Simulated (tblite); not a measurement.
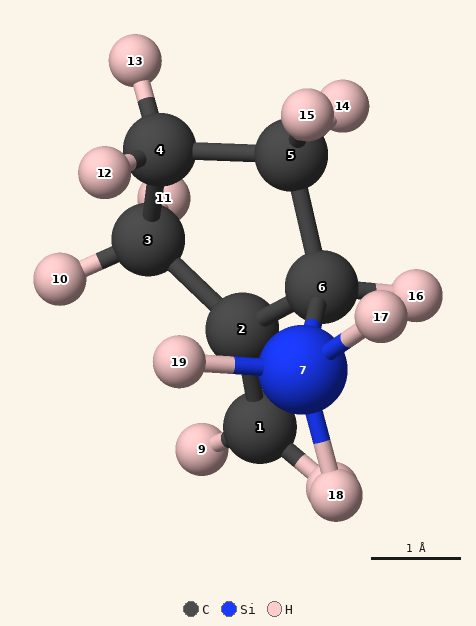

**Figure 1.** The input geometry (ball-and-stick view, seen at a tilt; atoms are numbered from 1 in the order of the input). Bond lengths as drawn: C–C 1.33 to 1.54 Å, C–H 1.08 to 1.11 Å, C–Si 1.90 Å and H–Si 1.48 to 1.49 Å.

# Geometry relaxation of C6H12Si (part 1 of 2)

The run: geometry relaxation of C6H12Si, SMILES C=C1CCC[C@H]1[SiH3]. Method and program: GFN2-xTB geometry optimisation, gas phase (tblite 0.8.0).

It belongs to a series of runs on one base structure; here: Si replaced by C.

**Log**
```
step      E/eV     max force
  0    -562.60235    0.958
  1    -562.64011    0.285
  2    -562.64914    0.252
  3    -562.65430    0.279
  4    -562.65819    0.208
  5    -562.66188    0.116
  6    -562.66391    0.134
  7    -562.66667    0.125
  8    -562.66899    0.121
  9    -562.67105    0.101
 10    -562.67287    0.114
 11    -562.67473    0.112
 12    -562.67643    0.099
 13    -562.67784    0.093
 14    -562.67903    0.083
 15    -562.68026    0.092
 16    -562.68155    0.084
 17    -562.68259    0.065
 18    -562.68324    0.054
 19    -562.68369    0.052
 20    -562.68418    0.053
 21    -562.68482    0.054
 22    -562.68557    0.061
 23    -562.68629    0.059
 24    -562.68688    0.061
 25    -562.68732    0.048
 26    -562.68767    0.041
 27    -562.68795    0.037
 28    -562.68818    0.037
 29    -562.68836    0.028
 30    -562.68851    0.027
 31    -562.68862    0.022
 32    -562.68870    0.021
 33    -562.68876    0.016
 34    -562.68882    0.021
 35    -562.68888    0.022
 36    -562.68894    0.030
 37    -562.68901    0.028
 38    -562.68906    0.019
 39    -562.68909    0.012
 40    -562.68912    0.012
 41    -562.68915    0.017
 42    -562.68918    0.018
 43    -562.68921    0.012
 44    -562.68922    0.010
```

**Trajectory as extended XYZ (Å, eV, eV/Å), 26 of the 45 frames kept, from step=0 to step=44**
```
19
Properties=species:S:1:pos:R:3:forces:R:3 step=0 energy=-562.60235
C    -1.6562    1.5542    0.4441    0.0670   0.0590   0.0100
C    -0.9123    0.4955    0.1415    0.1690   0.5220   0.6890
C    -1.3561   -0.6341   -0.7423   -0.3780   0.2610  -0.2470
C    -0.1552   -1.5428   -0.8363    0.2410  -0.8090   0.4530
C     0.5797   -1.3219    0.4958    0.1660   0.0950  -0.4740
C     0.4537    0.1916    0.7440   -0.6120  -0.3510   0.3920
Si    1.8859    1.2332    0.0483    0.3420   0.2020  -0.1940
H    -1.3176    2.3318    1.1347   -0.1560  -0.3990  -0.3860
H    -2.6461    1.6805    0.0091    0.3420   0.0400   0.1620
H    -1.6660   -0.2791   -1.7337   -0.0760  -0.0140   0.2160
H    -2.2108   -1.1591   -0.2853    0.2030   0.1960  -0.1010
H     0.4768   -1.2738   -1.6755    0.1510   0.1020  -0.0810
H    -0.4483   -2.5962   -0.9503    0.1220   0.2050  -0.0630
H     0.0735   -1.8745    1.2849   -0.0930  -0.0270   0.0840
H     1.6094   -1.6762    0.4492    0.0480   0.0550   0.0180
H     0.4375    0.3619    1.8428   -0.1020   0.0860  -0.5050
H     3.1653    0.7982    0.6754   -0.3690   0.0540  -0.1380
H     1.6820    2.6653    0.3603   -0.0280  -0.3060  -0.0640
H     1.9951    1.0549   -1.4143   -0.0360   0.0290   0.2290
19
Properties=species:S:1:pos:R:3:forces:R:3 step=2 energy=-562.64914
C    -1.6563    1.5585    0.4449    0.1540  -0.1870  -0.0700
C    -0.9078    0.5023    0.1572   -0.1630   0.0530   0.1230
C    -1.3596   -0.6272   -0.7440    0.1840   0.0610   0.0870
C    -0.1494   -1.5566   -0.8284   -0.0080   0.0680  -0.0570
C     0.5822   -1.3222    0.4877    0.0260  -0.0830   0.0630
C     0.4401    0.1838    0.7505    0.0500  -0.0360  -0.1020
Si    1.8924    1.2368    0.0438   -0.1190  -0.0740  -0.0090
H    -1.3217    2.3221    1.1250   -0.0020   0.0400  -0.0040
H    -2.6364    1.6820    0.0134    0.0530   0.0600  -0.0010
H    -1.6691   -0.2783   -1.7297   -0.0620   0.0700   0.0570
H    -2.2060   -1.1530   -0.2878    0.0480   0.1290  -0.0160
H     0.4797   -1.2721   -1.6752    0.0310  -0.0090   0.0800
H    -0.4456   -2.5950   -0.9524    0.0330  -0.1120  -0.0520
H     0.0725   -1.8741    1.2852    0.0240   0.0080  -0.0430
H     1.6120   -1.6741    0.4496    0.0780   0.0700   0.0130
H     0.4340    0.3647    1.8309   -0.0820   0.0740  -0.0450
H     3.1543    0.7995    0.6714   -0.1800  -0.0070  -0.0500
H     1.6810    2.6564    0.3584   -0.0450  -0.1320  -0.0310
H     1.9940    1.0557   -1.4080   -0.0210   0.0080   0.0550
19
Properties=species:S:1:pos:R:3:forces:R:3 step=4 energy=-562.65819
C    -1.6530    1.5571    0.4437    0.0530  -0.0300   0.0120
C    -0.9096    0.5001    0.1661    0.0070  -0.0640  -0.0740
C    -1.3523   -0.6219   -0.7404   -0.0100  -0.0690  -0.0450
C    -0.1480   -1.5579   -0.8285   -0.0100  -0.0030  -0.0210
C     0.5843   -1.3261    0.4881    0.0350   0.0110   0.0130
C     0.4383    0.1801    0.7476    0.0910   0.0020  -0.0030
Si    1.8873    1.2337    0.0420   -0.1840  -0.0980   0.0020
H    -1.3230    2.3207    1.1214    0.0520   0.1090   0.0760
H    -2.6301    1.6855    0.0146   -0.0440   0.0420  -0.0630
H    -1.6730   -0.2741   -1.7249    0.0150   0.0800   0.0820
H    -2.2019   -1.1442   -0.2893    0.0140   0.0610   0.0280
H     0.4826   -1.2720   -1.6712    0.0600   0.0000   0.0190
H    -0.4429   -2.5999   -0.9558    0.0310   0.0100  -0.0360
H     0.0734   -1.8740    1.2833    0.0110  -0.0540   0.0200
H     1.6170   -1.6697    0.4505    0.0510   0.0420   0.0170
H     0.4287    0.3694    1.8249   -0.0310   0.0430   0.0310
H     3.1416    0.7993    0.6678   -0.0560  -0.0540   0.0120
H     1.6780    2.6470    0.3563   -0.0680  -0.0180  -0.0050
H     1.9926    1.0563   -1.4037   -0.0180  -0.0100  -0.0630
19
Properties=species:S:1:pos:R:3:forces:R:3 step=5 energy=-562.66188
C    -1.6504    1.5564    0.4437    0.0280  -0.0020   0.0240
C    -0.9096    0.4963    0.1680    0.0350   0.0690  -0.0640
C    -1.3491   -0.6213   -0.7399   -0.0560  -0.0850  -0.0550
C    -0.1475   -1.5586   -0.8291    0.0420  -0.0360   0.0090
C     0.5862   -1.3276    0.4885    0.0170   0.0120  -0.0030
C     0.4400    0.1784    0.7462   -0.0350  -0.0340   0.0820
Si    1.8797    1.2293    0.0412   -0.0750  -0.0310  -0.0350
H    -1.3222    2.3231    1.1218    0.0490   0.0490   0.0390
H    -2.6283    1.6883    0.0134   -0.0010   0.0230  -0.0460
H    -1.6744   -0.2698   -1.7203    0.0320   0.0830   0.0260
H    -2.1995   -1.1383   -0.2892   -0.0340  -0.0070   0.0530
H     0.4857   -1.2720   -1.6687    0.0600   0.0050  -0.0090
H    -0.4407   -2.6019   -0.9584    0.0280   0.0470  -0.0260
H     0.0741   -1.8755    1.2830    0.0280  -0.0550   0.0220
H     1.6209   -1.6665    0.4514    0.0260   0.0200   0.0140
H     0.4253    0.3729    1.8229   -0.0030   0.0180   0.0320
H     3.1340    0.7976    0.6664   -0.0350  -0.0640   0.0220
H     1.6746    2.6420    0.3551   -0.0800   0.0080   0.0010
H     1.9914    1.0563   -1.4035   -0.0250  -0.0180  -0.0860
19
Properties=species:S:1:pos:R:3:forces:R:3 step=7 energy=-562.66667
C    -1.6464    1.5569    0.4452   -0.0010   0.0370   0.0030
C    -0.9076    0.4949    0.1669   -0.0080   0.0980  -0.0040
C    -1.3468   -0.6240   -0.7410   -0.0250   0.0290   0.0240
C    -0.1440   -1.5605   -0.8297    0.0490   0.0160   0.0140
C     0.5894   -1.3299    0.4899   -0.0200  -0.0180   0.0180
C     0.4386    0.1739    0.7488   -0.1040  -0.0150   0.0680
Si    1.8666    1.2226    0.0373    0.0790   0.0490  -0.0620
H    -1.3183    2.3280    1.1236    0.0270  -0.0510  -0.0270
H    -2.6241    1.6935    0.0096    0.0710   0.0100  -0.0080
H    -1.6745   -0.2589   -1.7136    0.0320   0.0310  -0.0520
H    -2.1989   -1.1316   -0.2856   -0.0420  -0.0700   0.0390
H     0.4934   -1.2716   -1.6658    0.0350   0.0090  -0.0150
H    -0.4360   -2.6026   -0.9637    0.0220   0.0210  -0.0140
H     0.0774   -1.8808    1.2835    0.0520  -0.0520   0.0070
H     1.6275   -1.6608    0.4534   -0.0150   0.0010   0.0110
H     0.4205    0.3784    1.8228    0.0120  -0.0220   0.0600
H     3.1208    0.7914    0.6656   -0.0380  -0.0580   0.0100
H     1.6648    2.6354    0.3534   -0.0850   0.0070  -0.0050
H     1.9878    1.0551   -1.4083   -0.0410  -0.0240  -0.0650
19
Properties=species:S:1:pos:R:3:forces:R:3 step=9 energy=-562.67105
C    -1.6426    1.5601    0.4467    0.0020   0.0380  -0.0380
C    -0.9060    0.4978    0.1649   -0.0350  -0.0230   0.0770
C    -1.3463   -0.6247   -0.7408    0.0150   0.0890   0.0450
C    -0.1383   -1.5605   -0.8297   -0.0270   0.0680   0.0010
C     0.5912   -1.3328    0.4928   -0.0290   0.0090   0.0250
C     0.4325    0.1696    0.7552    0.0120   0.0480  -0.0040
Si    1.8575    1.2183    0.0298    0.0620   0.0350  -0.0240
H    -1.3120    2.3304    1.1246    0.0200  -0.0540  -0.0250
H    -2.6162    1.6996    0.0046    0.0420   0.0300  -0.0060
H    -1.6721   -0.2466   -1.7101    0.0240  -0.0550  -0.0430
H    -2.2006   -1.1295   -0.2798    0.0410  -0.0470  -0.0350
H     0.5035   -1.2706   -1.6637   -0.0080   0.0220   0.0140
H    -0.4298   -2.6016   -0.9698    0.0170   0.0100  -0.0010
H     0.0842   -1.8902    1.2847    0.0380  -0.0520   0.0040
H     1.6328   -1.6551    0.4563   -0.0400  -0.0020   0.0070
H     0.4166    0.3821    1.8277    0.0080  -0.0510   0.0470
H     3.1057    0.7809    0.6657   -0.0220  -0.0410  -0.0080
H     1.6489    2.6297    0.3514   -0.0690  -0.0040  -0.0210
H     1.9813    1.0521   -1.4179   -0.0510  -0.0210  -0.0150
19
Properties=species:S:1:pos:R:3:forces:R:3 step=11 energy=-562.67473
C    -1.6391    1.5651    0.4452    0.0210   0.0060  -0.0350
C    -0.9069    0.4996    0.1684   -0.0080  -0.0770   0.0730
C    -1.3461   -0.6205   -0.7387    0.0340   0.0020  -0.0100
C    -0.1355   -1.5562   -0.8292   -0.0360   0.0330   0.0090
C     0.5907   -1.3335    0.4966   -0.0030   0.0360   0.0050
C     0.4286    0.1695    0.7613    0.0830   0.0200  -0.0070
Si    1.8542    1.2175    0.0221   -0.0500  -0.0220   0.0280
H    -1.3050    2.3291    1.1244    0.0250   0.0230   0.0240
H    -2.6078    1.7070   -0.0005   -0.0330   0.0560  -0.0320
H    -1.6678   -0.2409   -1.7104    0.0090  -0.0770   0.0100
H    -2.1990   -1.1320   -0.2778    0.0800   0.0030  -0.0780
H     0.5108   -1.2678   -1.6613   -0.0380   0.0470   0.0390
H    -0.4236   -2.5986   -0.9746    0.0000   0.0400   0.0120
H     0.0923   -1.9018    1.2864    0.0000  -0.0120  -0.0020
H     1.6337   -1.6509    0.4590   -0.0270   0.0030  -0.0070
H     0.4147    0.3808    1.8352    0.0150  -0.0430  -0.0030
H     3.0931    0.7690    0.6656    0.0130  -0.0200  -0.0190
H     1.6307    2.6258    0.3482   -0.0390  -0.0050  -0.0340
H     1.9721    1.0480   -1.4274   -0.0460  -0.0130   0.0260
19
Properties=species:S:1:pos:R:3:forces:R:3 step=12 energy=-562.67643
C    -1.6368    1.5678    0.4434    0.0210  -0.0040  -0.0140
C    -0.9077    0.4990    0.1726    0.0060  -0.0490   0.0320
C    -1.3450   -0.6179   -0.7377    0.0320  -0.0460  -0.0310
C    -0.1350   -1.5532   -0.8285   -0.0020   0.0000   0.0190
C     0.5901   -1.3330    0.4985    0.0140   0.0220  -0.0040
C     0.4284    0.1700    0.7642    0.0540  -0.0190   0.0120
Si    1.8521    1.2170    0.0189   -0.0800  -0.0380   0.0440
H    -1.3010    2.3285    1.1246    0.0210   0.0480   0.0330
H    -2.6043    1.7120   -0.0037   -0.0390   0.0570  -0.0340
H    -1.6655   -0.2405   -1.7107    0.0040  -0.0590   0.0220
H    -2.1961   -1.1335   -0.2790    0.0570   0.0080  -0.0710
H     0.5133   -1.2651   -1.6591   -0.0370   0.0590   0.0360
H    -0.4207   -2.5961   -0.9765   -0.0120   0.0470   0.0170
H     0.0964   -1.9078    1.2870   -0.0180   0.0200  -0.0080
H     1.6332   -1.6489    0.4601   -0.0070   0.0020  -0.0160
H     0.4143    0.3788    1.8388    0.0260  -0.0300  -0.0130
H     3.0874    0.7627    0.6650    0.0250  -0.0070  -0.0250
H     1.6208    2.6237    0.3457   -0.0230  -0.0010  -0.0370
H     1.9663    1.0457   -1.4312   -0.0420  -0.0100   0.0400
19
Properties=species:S:1:pos:R:3:forces:R:3 step=14 energy=-562.67903
C    -1.6325    1.5719    0.4404    0.0020   0.0010   0.0250
C    -0.9089    0.4963    0.1801    0.0060   0.0350  -0.0470
C    -1.3412   -0.6159   -0.7370    0.0080  -0.0440  -0.0130
C    -0.1332   -1.5488   -0.8265    0.0540  -0.0280   0.0160
C     0.5903   -1.3322    0.5014    0.0280  -0.0280  -0.0040
C     0.4291    0.1688    0.7693   -0.0520  -0.0550   0.0330
Si    1.8452    1.2142    0.0164   -0.0410  -0.0250   0.0390
H    -1.2943    2.3296    1.1258   -0.0020   0.0280   0.0030
H    -2.5996    1.7227   -0.0098    0.0230   0.0380  -0.0100
H    -1.6620   -0.2425   -1.7101    0.0070  -0.0090  -0.0010
H    -2.1894   -1.1354   -0.2842   -0.0260  -0.0250  -0.0180
H     0.5154   -1.2575   -1.6540   -0.0020   0.0630   0.0020
H    -0.4170   -2.5906   -0.9786   -0.0210   0.0110   0.0140
H     0.1014   -1.9151    1.2874   -0.0360   0.0490  -0.0060
H     1.6329   -1.6458    0.4609    0.0360  -0.0120  -0.0210
H     0.4150    0.3746    1.8436    0.0380  -0.0110   0.0130
H     3.0792    0.7532    0.6622    0.0210   0.0190  -0.0380
H     1.6046    2.6200    0.3396   -0.0040   0.0030  -0.0330
H     1.9551    1.0416   -1.4342   -0.0390  -0.0100   0.0460
19
Properties=species:S:1:pos:R:3:forces:R:3 step=16 energy=-562.68155
C    -1.6283    1.5761    0.4394   -0.0080   0.0100   0.0270
C    -0.9096    0.4952    0.1838   -0.0090   0.0420  -0.0410
C    -1.3366   -0.6170   -0.7370   -0.0300   0.0200   0.0280
C    -0.1280   -1.5463   -0.8238    0.0210  -0.0020  -0.0210
C     0.5927   -1.3336    0.5041    0.0110  -0.0400   0.0050
C     0.4266    0.1639    0.7761   -0.0670  -0.0090   0.0140
Si    1.8349    1.2094    0.0174    0.0280   0.0130   0.0160
H    -1.2880    2.3331    1.1272   -0.0180  -0.0160  -0.0310
H    -2.5931    1.7362   -0.0164    0.0750   0.0150   0.0130
H    -1.6581   -0.2453   -1.7096    0.0180   0.0180  -0.0310
H    -2.1848   -1.1390   -0.2908   -0.0650  -0.0440   0.0290
H     0.5174   -1.2452   -1.6488    0.0400   0.0280  -0.0240
H    -0.4150   -2.5849   -0.9797    0.0020  -0.0430  -0.0090
H     0.1032   -1.9183    1.2874   -0.0290   0.0200   0.0100
H     1.6356   -1.6437    0.4600    0.0470  -0.0220   0.0010
H     0.4185    0.3696    1.8494    0.0090  -0.0090   0.0410
H     3.0730    0.7458    0.6561    0.0050   0.0400  -0.0410
H     1.5888    2.6164    0.3310    0.0070  -0.0020  -0.0200
H     1.9411    1.0369   -1.4331   -0.0380  -0.0160   0.0350
19
Properties=species:S:1:pos:R:3:forces:R:3 step=18 energy=-562.68324
C    -1.6255    1.5795    0.4400    0.0100  -0.0020  -0.0010
C    -0.9104    0.4963    0.1841   -0.0060  -0.0210   0.0230
C    -1.3357   -0.6175   -0.7362   -0.0300   0.0150   0.0120
C    -0.1236   -1.5446   -0.8231   -0.0290   0.0120  -0.0270
C     0.5949   -1.3363    0.5062   -0.0110   0.0000  -0.0020
C     0.4222    0.1602    0.7821    0.0180   0.0200  -0.0030
Si    1.8283    1.2064    0.0193    0.0150   0.0180   0.0030
H    -1.2841    2.3354    1.1272   -0.0020  -0.0060  -0.0090
H    -2.5849    1.7472   -0.0212    0.0300   0.0120  -0.0040
H    -1.6538   -0.2466   -1.7108    0.0120   0.0140  -0.0110
H    -2.1850   -1.1443   -0.2940   -0.0240  -0.0050   0.0230
H     0.5212   -1.2347   -1.6464    0.0280  -0.0150  -0.0050
H    -0.4131   -2.5827   -0.9811    0.0350  -0.0280  -0.0310
H     0.1027   -1.9199    1.2881   -0.0080  -0.0130   0.0050
H     1.6399   -1.6436    0.4596   -0.0010  -0.0130   0.0250
H     0.4215    0.3650    1.8562   -0.0310  -0.0140   0.0160
H     3.0696    0.7428    0.6495    0.0150   0.0440  -0.0270
H     1.5776    2.6143    0.3236    0.0150   0.0030  -0.0050
H     1.9283    1.0322   -1.4307   -0.0340  -0.0200   0.0150
19
Properties=species:S:1:pos:R:3:forces:R:3 step=19 energy=-562.68369
C    -1.6246    1.5802    0.4403    0.0170  -0.0070  -0.0080
C    -0.9107    0.4964    0.1845    0.0000  -0.0350   0.0350
C    -1.3365   -0.6173   -0.7357   -0.0140  -0.0050  -0.0030
C    -0.1233   -1.5440   -0.8237   -0.0250   0.0040  -0.0120
C     0.5952   -1.3370    0.5065   -0.0140   0.0120  -0.0060
C     0.4213    0.1598    0.7836    0.0360   0.0090  -0.0010
Si    1.8274    1.2063    0.0199   -0.0040   0.0100   0.0020
H    -1.2833    2.3357    1.1269    0.0090   0.0070   0.0070
H    -2.5821    1.7500   -0.0223    0.0020   0.0120  -0.0150
H    -1.6524   -0.2465   -1.7116    0.0030   0.0110   0.0070
H    -2.1860   -1.1459   -0.2940   -0.0040   0.0140   0.0110
H     0.5228   -1.2326   -1.6461    0.0100  -0.0220   0.0070
H    -0.4118   -2.5829   -0.9822    0.0390  -0.0060  -0.0330
H     0.1023   -1.9204    1.2885   -0.0010  -0.0140  -0.0040
H     1.6409   -1.6440    0.4602   -0.0250  -0.0070   0.0270
H     0.4215    0.3635    1.8583   -0.0370  -0.0140   0.0000
H     3.0694    0.7434    0.6472    0.0260   0.0410  -0.0180
H     1.5756    2.6140    0.3218    0.0150   0.0110  -0.0010
H     1.9245    1.0306   -1.4297   -0.0310  -0.0200   0.0050
19
Properties=species:S:1:pos:R:3:forces:R:3 step=21 energy=-562.68482
C    -1.6215    1.5815    0.4404    0.0150  -0.0050  -0.0120
C    -0.9116    0.4944    0.1879    0.0070  -0.0180   0.0160
C    -1.3387   -0.6174   -0.7346    0.0310  -0.0370  -0.0180
C    -0.1233   -1.5426   -0.8253    0.0190  -0.0190   0.0270
C     0.5949   -1.3382    0.5071   -0.0130   0.0100  -0.0020
C     0.4210    0.1588    0.7872    0.0130  -0.0290   0.0120
Si    1.8248    1.2067    0.0214   -0.0290  -0.0040  -0.0020
H    -1.2807    2.3368    1.1266    0.0270   0.0150   0.0230
H    -2.5751    1.7575   -0.0260   -0.0270   0.0000  -0.0240
H    -1.6493   -0.2455   -1.7125   -0.0190   0.0090   0.0400
H    -2.1885   -1.1484   -0.2937    0.0250   0.0380  -0.0160
H     0.5270   -1.2288   -1.6448   -0.0280  -0.0180   0.0210
H    -0.4062   -2.5837   -0.9871    0.0280   0.0320  -0.0270
H     0.1011   -1.9225    1.2887    0.0020  -0.0070  -0.0220
H     1.6415   -1.6456    0.4632   -0.0520  -0.0010   0.0160
H     0.4191    0.3591    1.8631   -0.0280  -0.0110  -0.0200
H     3.0708    0.7477    0.6404    0.0410   0.0330  -0.0010
H     1.5717    2.6141    0.3173    0.0130   0.0310   0.0090
H     1.9130    1.0253   -1.4268   -0.0240  -0.0190  -0.0210
19
Properties=species:S:1:pos:R:3:forces:R:3 step=23 energy=-562.68629
C    -1.6156    1.5836    0.4396   -0.0050   0.0110  -0.0080
C    -0.9126    0.4902    0.1940    0.0070   0.0350  -0.0350
C    -1.3388   -0.6192   -0.7335    0.0510  -0.0090   0.0010
C    -0.1214   -1.5415   -0.8259    0.0450  -0.0180   0.0330
C     0.5937   -1.3401    0.5084   -0.0060  -0.0170   0.0190
C     0.4206    0.1549    0.7934   -0.0430  -0.0270   0.0130
Si    1.8185    1.2066    0.0236   -0.0100  -0.0050  -0.0090
H    -1.2748    2.3392    1.1273    0.0280  -0.0170   0.0030
H    -2.5653    1.7693   -0.0333   -0.0070  -0.0250  -0.0070
H    -1.6460   -0.2432   -1.7108   -0.0290   0.0090   0.0420
H    -2.1900   -1.1494   -0.2947    0.0310   0.0220  -0.0240
H     0.5317   -1.2236   -1.6409   -0.0300   0.0080   0.0050
H    -0.3957   -2.5831   -0.9965   -0.0050   0.0210  -0.0040
H     0.0993   -1.9263    1.2875   -0.0170  -0.0170  -0.0110
H     1.6395   -1.6478    0.4688   -0.0200  -0.0080  -0.0030
H     0.4133    0.3516    1.8693   -0.0040  -0.0050  -0.0030
H     3.0748    0.7565    0.6294    0.0220   0.0300   0.0050
H     1.5660    2.6159    0.3107    0.0070   0.0250   0.0170
H     1.8931    1.0157   -1.4238   -0.0170  -0.0130  -0.0340
```
